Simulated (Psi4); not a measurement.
**M06-2X/def2-TZVP (core potential, sweep point 3) run of InH5S (In(H2S)H3)**

What is the vertical ionisation energy of InH5S (In(H2S)H3) at M06-2X/def2-TZVP (core potential, sweep point 3)? The job is set up through a Python script.

The results are computed with Psi4 1.11.

2 further runs of the same task are left out: 2 that didn't finish.

### Step 1. The system as given

InH5S has 7 atoms, charge 0, and is taken as a singlet. SMILES: `[H][In]([H])([H])<-[SH2]`. The shape comes from GFN2-xTB, which is rough for such elements, and wasn't checked as a minimum.

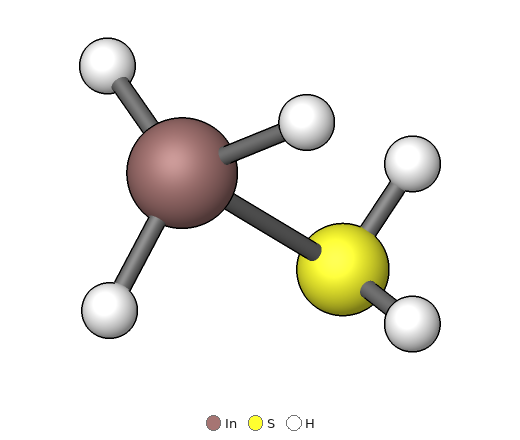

Viewed from a chosen angle; indium brown, sulfur yellow, hydrogen white.

### Step 2. The energy at M06-2X/def2-TZVP (core potential, sweep point 3)

h5ins.py

```python
import psi4

psi4.set_memory('1600 MB')
psi4.set_num_threads(1)
psi4.set_output_file('h5ins.out', False)

mol = psi4.geometry("""
0 1
In     0.135580    -0.224710    -1.100160
S      0.147580    -0.258030     1.612090
H      0.509110     1.023740     1.648870
H     -1.148820     0.047740     1.637400
H      1.807850    -0.181210    -1.344390
H     -0.720900     1.249210    -1.112410
H     -0.730410    -1.656740    -1.341400
symmetry c1
""")

psi4.set_options(dict(basis='def2-TZVP', puream=True, scf_type='pk', dft_radial_points=99, dft_spherical_points=590))

e, wfn = psi4.energy('m06-2x', return_wfn=True)
print(f'm06-2x energy: {e:.10f} Eh')
```

Launch:

```sh
$ python h5ins.py
```

h5ins.out:

```text
[...]
    !!!  WARNING: ECP capability is in beta. Please check occupations closely.  !!!
[...]
  Running in c1 symmetry.
[...]
  Nuclear repulsion =  114.580463889091533
[...]
  Multiplicity = 1
[...]
  Nalpha       = 21
  Nbeta        = 21
[...]
    Number of basis functions: 117
[...]
   @RKS iter   1:  -591.05799590911488   -8.41698e-01   4.75191e-03 DIIS/ADIIS
[...]
   @RKS iter   7:  -591.19927874801976   -1.02432e-07   9.84938e-07 DIIS
[...]
    Orbital Energies [Eh]
    ---------------------
    Doubly Occupied:
       1A    -89.959417     2A     -8.320318     3A     -6.239537
       4A     -6.237818     5A     -6.235273     6A     -4.852713
       7A     -3.234606     8A     -3.225139     9A     -3.225110
      10A     -0.892415    11A     -0.853818    12A     -0.850091
      13A     -0.849554    14A     -0.846645    15A     -0.846233
      16A     -0.556100    17A     -0.492648    18A     -0.468387
      19A     -0.368455    20A     -0.321743    21A     -0.317733
[...]
  @RKS Final Energy:  -591.19927874801976
   => Energetics <=
    Nuclear Repulsion Energy =            114.5804638890915328
    One-Electron Energy =               -1115.9909224497614559
    Two-Electron Energy =                 431.3882926029141913
    DFT Exchange-Correlation Energy =     -21.1771127902640117
    Empirical Dispersion Energy =           0.0000000000000000
    VV10 Nonlocal Energy =                  0.0000000000000000
    Total Energy =                       -591.1992787480197649
[...]
 Multipole Moments:
 ------------------------------------------------------------------------------------
     Multipole            Electronic (a.u.)      Nuclear  (a.u.)        Total (a.u.)
 ------------------------------------------------------------------------------------
 L = 1.  Multiply by 2.5417464519 to convert [e a0] to [Debye]
 Dipole X            :          0.9576178           -1.1477355           -0.1901177
 Dipole Y            :         -1.4189378            1.7387936            0.3198558
 Dipole Z            :        -42.3408225           43.5021359            1.1613134
 Magnitude           :                                                    1.2194676
[...]
```

Standard output:

```text
m06-2x energy: -591.1992787480 Eh
```

It took 27 s on 1 thread of Intel Xeon Platinum 8488C (Sapphire Rapids), shared host; peak memory 0.71 GiB.

### Step 3. The doublet cation, same level

run.py

```python
import psi4

psi4.set_memory('1600 MB')
psi4.set_num_threads(1)
psi4.core.set_output_file('run.log', False)

m = psi4.geometry("""
1 2
In     0.135580    -0.224710    -1.100160
S      0.147580    -0.258030     1.612090
H      0.509110     1.023740     1.648870
H     -1.148820     0.047740     1.637400
H      1.807850    -0.181210    -1.344390
H     -0.720900     1.249210    -1.112410
H     -0.730410    -1.656740    -1.341400
units angstrom
symmetry c1
""")

psi4.set_options({
    'reference': 'uks',
    'puream': True,
    'scf_type': 'pk',
    'dft_radial_points': 99,
    'dft_spherical_points': 590,
    'maxiter': 150,
})

e_tot = psi4.energy("m06-2x/def2-TZVP", molecule=m)
print(f'm06-2x/def2-TZVP energy: {e_tot:.10f} Eh')
for k, v in sorted(psi4.core.scalar_variables().items()):
    print(f'{k:45s} {v:18.10f}')
```

Launch:

```sh
$ python run.py
```

run.log:

```text
[...]
    !!!  WARNING: ECP capability is in beta. Please check occupations closely.  !!!
[...]
  Running in c1 symmetry.
[...]
  Nuclear repulsion =  114.580463889091533
[...]
  Multiplicity = 2
[...]
  Nalpha       = 21
  Nbeta        = 20
[...]
    Number of basis functions: 117
[...]
   @UKS iter   1:  -590.66506504051029   -4.48767e-01   4.39822e-03 DIIS/ADIIS
[...]
   @UKS iter  18:  -590.83706226529114   -7.21733e-07   4.45210e-07 DIIS
[...]
   @S^2 Observed:                7.604723066E-01
[...]
    Orbital Energies [Eh]
    ---------------------
    Alpha Occupied:
       1A    -90.139424     2A     -8.499492     3A     -6.418353
       4A     -6.416853     5A     -6.414922     6A     -5.108962
       7A     -3.489636     8A     -3.485219     9A     -3.478379
      10A     -1.119731    11A     -1.107625    12A     -1.107408
      13A     -1.103836    14A     -1.096353    15A     -1.060465
      16A     -0.753616    17A     -0.727404    18A     -0.660456
      19A     -0.613790    20A     -0.557699    21A     -0.552611
    Alpha Virtual:
      22A     -0.185107    23A     -0.148404    24A     -0.135565
      25A     -0.126369    26A     -0.110618    27A     -0.100608
[...]
  @UKS Final Energy:  -590.83706226529114
   => Energetics <=
    Nuclear Repulsion Energy =            114.5804638890915328
    One-Electron Energy =               -1106.6869858802815543
    Two-Electron Energy =                 422.3051949353417172
    DFT Exchange-Correlation Energy =     -21.0357352094428833
    Empirical Dispersion Energy =           0.0000000000000000
    VV10 Nonlocal Energy =                  0.0000000000000000
    Total Energy =                       -590.8370622652912516
[...]
 Multipole Moments:
 ------------------------------------------------------------------------------------
     Multipole            Electronic (a.u.)      Nuclear  (a.u.)        Total (a.u.)
 ------------------------------------------------------------------------------------
 L = 1.  Multiply by 2.5417464519 to convert [e a0] to [Debye]
 Dipole X            :          0.5852861           -1.1477355           -0.5624494
 Dipole Y            :         -0.7536007            1.7387936            0.9851929
 Dipole Z            :        -42.8586136           43.5021359            0.6435223
 Magnitude           :                                                    1.3042528
[...]
```

The script printed:

```text
m06-2x/def2-TZVP energy: -590.8370622653 Eh
CURRENT ENERGY                                   -590.8370622653
CURRENT REFERENCE ENERGY                         -590.8370622653
DD SOLVATION ENERGY                                 0.0000000000
DFT FUNCTIONAL TOTAL ENERGY                      -590.8370622653
DFT TOTAL ENERGY                                 -590.8370622653
DFT VV10 ENERGY                                     0.0000000000
DFT XC ENERGY                                     -21.0357352094
GRID ELECTRONS ALPHA                               20.9999994924
GRID ELECTRONS BETA                                19.9999998834
GRID ELECTRONS TOTAL                               40.9999993758
NUCLEAR REPULSION ENERGY                          114.5804638891
ONE-ELECTRON ENERGY                             -1106.6869858803
PCM POLARIZATION ENERGY                             0.0000000000
PE ENERGY                                           0.0000000000
SCF ITERATION ENERGY                             -590.8370622653
SCF ITERATIONS                                     18.0000000000
SCF TOTAL ENERGY                                 -590.8370622653
TWO-ELECTRON ENERGY                               422.3051949353
XC GRID RADIAL POINTS                              99.0000000000
XC GRID SPHERICAL POINTS                          590.0000000000
XC GRID TOTAL POINTS                           391668.0000000000
```

Run time: 94 s. Hardware: 1 thread of Intel Xeon Platinum 8488C (Sapphire Rapids), shared host; peak memory 0.71 GiB.

### Step 4. Summary of results

Level: M06-2X/def2-TZVP (core potential, sweep point 3).

| quantity | value |
| --- | --- |
| singlet InH5S: total energy | -591.19928 Eh |
| singlet InH5S: dipole moment | 3.10 D |
| singlet InH5S: HOMO energy | -8.65 eV |
| singlet InH5S: LUMO energy | -0.03 eV |
| singlet InH5S: HOMO–LUMO gap | 8.62 eV |
| doublet cation: total energy | -590.83706 Eh |
| doublet cation: HOMO energy (highest over α and β) | -14.38 eV |
| doublet cation: LUMO energy (lowest over α and β) | -11.11 eV |
| doublet cation: ⟨S²⟩ | 0.760 |
| vertical ionisation energy (to the doublet cation) | 9.856 eV |

In words: The vertical ionisation energy comes to 9.86 eV (227 kcal/mol). −ε(HOMO) before ionisation, 8.65 eV, is 1.21 eV below this ionisation energy.
